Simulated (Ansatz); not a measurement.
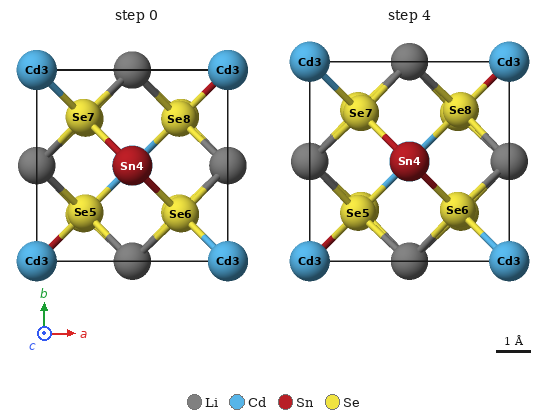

The structure of crystalline Li$_{2}$CdSnSe$_{4}$ (built on the stannite type) before (left) and after (right) a relaxation, at one scale.

The picture is a ball-and-stick view of the conventional cell (2 times the calculation's cell), seen along the c axis. Lengths and directions refer to the drawn axes.

Method: Ansatz 0.2.0, DFT, PBEsol, plane waves, PAW. Set-up: plane-wave cutoff 420 eV; k-point mesh 6 × 6 × 6; occupations fermi dirac; smearing width 0.03 eV; no spin polarisation; cell and atoms relaxed; force threshold 0.01 eV/Å; at most 120 steps.

**Describe what moved and what it gained.**

Over 3 accepted moves (4 points after the start) the energy falls by 104 meV per atom. The largest force component goes from 1.2 to 0.0021 eV/Å. The pressure goes from 8.44 to −0.03 GPa. At 1 point the geometry stayed and the basis and grid were re-selected for the new cell (energy shift of 0.4 meV per atom at most each time). The largest moves relative to the cell, 0.11 Å, are those of Se atoms. Sn and Cd and Li stay in place. The drawn cell changes as follows: a = b 5.645 → 5.890 Å (+4.3 %), c 11.289 → 11.779 Å (+4.3 %); the volume changes by +13.6 %. Near-neighbour distances that change, for instance: Cd–Se 2.432 → 2.647 Å, Li–Se 2.425 → 2.506 Å, Se–Sn 2.496 → 2.547 Å. Among the angles between lasting bonds that change: Se–Sn–Se 109.3° → 104.9°, Li–Se–Cd 110.5° → 107.8°, Li–Se–Sn 108.4° → 111.0°. The space group stays I-42m (No. 121). The run took 61 s on 4 threads of Arm Neoverse V1 (shared host), peak memory 0.82 GiB.
